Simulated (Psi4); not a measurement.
**BH2ClO (SMILES OBCl) at wB97X-V/def2-SVPD**

Aim: the vertical singlet–triplet gap of BH2ClO at wB97X-V/def2-SVPD, from 2 runs. 

The calculation is run with Psi4 1.11.

1 further run of the same task is left out (set aside as unsound or not needed).

**1. The structure to begin with**

BH2ClO has 5 atoms, charge 0, and is taken as a singlet. As SMILES, `OBCl`. The coordinates come from a PBE0-D4/def2-TZVP relaxation. This is one conformer, not always the lowest.

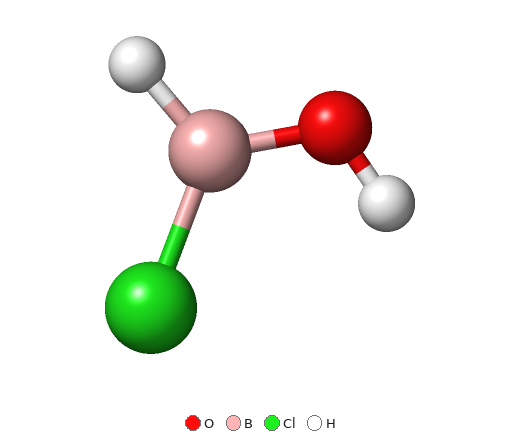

Viewed from a chosen angle; oxygen red, boron pink, chlorine green, hydrogen white.

**2. The energy at wB97X-V/def2-SVPD**

Contents of job.py:

```python
import psi4

psi4.set_memory('1600 MB')
psi4.set_num_threads(1)
psi4.set_output_file('run.log', False)

mol = psi4.geometry("""
0 1
O
B 1 1.339731
Cl 2 1.766187 1 121.03681
H 1 0.962874 2 113.87792 3 -0.00429
H 2 1.188771 1 119.80521 4 -179.99979
symmetry c1
""")

psi4.set_options({
    'basis': 'def2-SVPD',
    'reference': 'rks',
    'puream': True,
    'e_convergence': 1e-09,
    'd_convergence': 1e-08,
    'scf_type': 'pk',
    'dft_radial_points': 99,
    'dft_spherical_points': 590,
})

energy_value, wavefunction = psi4.energy('wb97x-v', molecule=mol, return_wfn=True)
print(f'wb97x-v energy: {energy_value:.10f} Eh')
```

Started as:

```
$ python job.py
```

run.log (excerpt; [...] marks lines left out):

```text
[...]
  Running in c1 symmetry.
[...]
  Nuclear repulsion =   84.721676091861752
[...]
  Multiplicity = 1
[...]
  Nalpha       = 16
  Nbeta        = 16
[...]
    Number of basis functions: 86
[...]
   @RKS iter   1:  -561.15281780527039   -4.23319e-01   6.16342e-03 ADIIS/DIIS
[...]
   @RKS iter  11:  -561.26078161048304   -7.16227e-12   6.05285e-09 DIIS
[...]
    Orbital Energies [Eh]
    ---------------------
    Doubly Occupied:
       1A   -101.509902     2A    -19.274816     3A     -9.572363
       4A     -7.331669     5A     -7.326589     6A     -7.325121
       7A     -6.939231     8A     -1.182043     9A     -0.971654
      10A     -0.714842    11A     -0.594438    12A     -0.561483
      13A     -0.521710    14A     -0.467622    15A     -0.444440
      16A     -0.430163
[...]
  @RKS Final Energy:  -561.26078161048304
   => Energetics <=
    Nuclear Repulsion Energy =             84.7216760918617524
    One-Electron Energy =                -940.8578254546296193
    Two-Electron Energy =                 325.4294625605033389
    DFT Exchange-Correlation Energy =     -30.6861273053313965
    Empirical Dispersion Energy =           0.0000000000000000
    VV10 Nonlocal Energy =                  0.1320324971128739
    Total Energy =                       -561.2607816104830363
[...]
 Multipole Moments:
 ------------------------------------------------------------------------------------
     Multipole            Electronic (a.u.)      Nuclear  (a.u.)        Total (a.u.)
 ------------------------------------------------------------------------------------
 L = 1.  Multiply by 2.5417464519 to convert [e a0] to [Debye]
 Dipole X            :          0.0000702           -0.0000141            0.0000561
 Dipole Y            :         -1.7429231            1.5357553           -0.2071678
 Dipole Z            :          1.5463618           -1.9090099           -0.3626480
 Magnitude           :                                                    0.4176507
[...]
```

Standard output:

```text
wb97x-v energy: -561.2607816105 Eh
```

Wall time 46 s (1 thread of Intel Xeon 6975P-C (Granite Rapids), shared host); peak memory 1 GiB.

**3. The triplet, same level**

Contents of calc.in:

```
memory 1.6 GB

molecule {
  0 3
  O     -0.863300    -0.618600    -0.002900
  B      0.379000    -0.137200     0.137900
  Cl     0.788600     1.496000    -0.395300
  H     -1.477700     0.001200    -0.409700
  H      1.223300    -0.815100     0.628600
  symmetry c1
}

set basis def2-SVPD
set reference uks
set puream true
set e_convergence 1e-09
set d_convergence 1e-08
set scf_type pk
set dft_radial_points 99
set dft_spherical_points 590
set maxiter 200

result = energy("wb97x-v")
```

Started as:

```
$ psi4 calc.in calc.out -n 1
```

calc.out (excerpt; [...] marks lines left out):

```text
[...]
  Running in c1 symmetry.
[...]
  Nuclear repulsion =   84.721670096920292
[...]
  Multiplicity = 3
[...]
  Nalpha       = 17
  Nbeta        = 15
[...]
    Number of basis functions: 86
[...]
   @UKS iter   1:  -560.82409635399335   -9.45972e-02   7.25402e-03 DIIS/ADIIS
[...]
   @UKS iter  19:  -560.99770930094348   -4.43379e-12   4.00654e-09 DIIS
[...]
   @S^2 Observed:                2.007252856E+00
[...]
    Orbital Energies [Eh]
    ---------------------
    Alpha Occupied:
       1A   -101.592419     2A    -19.229782     3A     -9.650610
       4A     -7.416625     5A     -7.405180     6A     -7.400818
       7A     -6.880157     8A     -1.145987     9A     -1.033888
      10A     -0.699808    11A     -0.623077    12A     -0.577335
      13A     -0.527494    14A     -0.510435    15A     -0.470831
      16A     -0.469232    17A     -0.183701
    Alpha Virtual:
      18A      0.056948    19A      0.089907    20A      0.096081
      21A      0.120080    22A      0.141088    23A      0.145974
      24A      0.153959    25A      0.186838    26A      0.190779
[...]
  @UKS Final Energy:  -560.99770930094348
   => Energetics <=
    Nuclear Repulsion Energy =             84.7216700969202918
    One-Electron Energy =                -940.0304941228446296
    Two-Electron Energy =                 324.8274988454397771
    DFT Exchange-Correlation Energy =     -30.6479669362620797
    Empirical Dispersion Energy =           0.0000000000000000
    VV10 Nonlocal Energy =                  0.1315828158030807
    Total Energy =                       -560.9977093009434839
[...]
 Multipole Moments:
 ------------------------------------------------------------------------------------
     Multipole            Electronic (a.u.)      Nuclear  (a.u.)        Total (a.u.)
 ------------------------------------------------------------------------------------
 L = 1.  Multiply by 2.5417464519 to convert [e a0] to [Debye]
 Dipole X            :          1.3175605           -1.3289311           -0.0113706
 Dipole Y            :          2.7869069           -2.0113007            0.7756062
 Dipole Z            :         -0.7455257            0.4375798           -0.3079459
 Magnitude           :                                                    0.8345807
[...]
```

Wall time 86 s (1 thread of Intel Xeon 6975P-C (Granite Rapids), shared host); peak memory 1 GiB.

**4. Summary of results**

Level: wB97X-V/def2-SVPD.

| quantity | value |
| --- | --- |
| singlet: total energy | -561.26078 Eh |
| singlet: dipole moment | 1.06 D |
| singlet: HOMO energy | -11.71 eV |
| singlet: LUMO energy | 1.55 eV |
| singlet: HOMO–LUMO gap | 13.26 eV |
| triplet: total energy | -560.99771 Eh |
| triplet: dipole moment | 2.12 D |
| triplet: HOMO energy (highest over α and β) | -5.00 eV |
| triplet: ⟨S²⟩ | 2.007 |
| vertical energy of the triplet above the singlet | 7.159 eV |

At this shape the triplet lies 7.16 eV (691 kJ/mol) above the singlet.
